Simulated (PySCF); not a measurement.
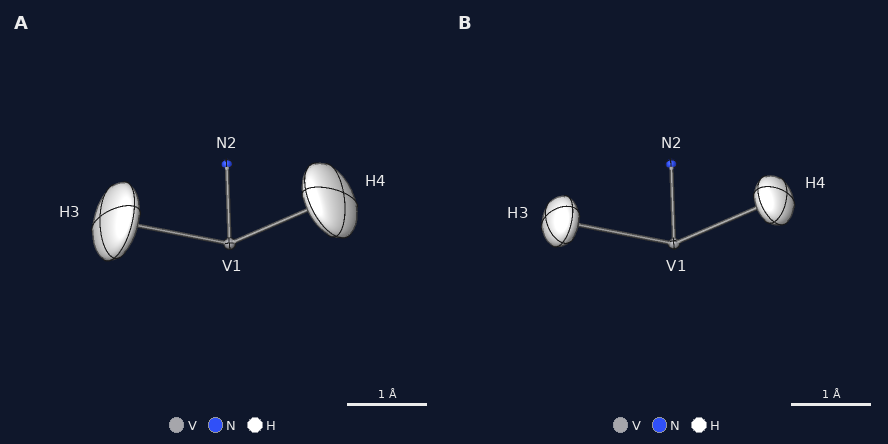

Displacement ellipsoids at the 50 % level, scaled by 1.5, from the internal vibrations of the free molecule (harmonic, no overall translation or rotation; no half-axis is drawn under 0.075 Å). Charge 0, singlet. Vibrations computed with RKS-based PBE0, V def2-TZVP, N def2-TZVP, H def2-TZVP; non-relativistic; density fitting (PySCF 2.14.0). One panel is for 200 K, the other for 900 K.

> Which panel is for 900 K?

A.

> How much does the mean-square displacement of H3 grow, and why?

U_eq goes from 0.0169 to 0.0352 Å², a factor of 2.1. Modes below kT (626 cm⁻¹ at 900 K) grow about in proportion to T, and the lowest lies at 483 cm⁻¹; the mean-square amplitude of a mode is its zero-point value times coth(ħω/2kT), which comes close to 1 only above about 3kT.

The search tried a few shapes and spins; others may lie lower.
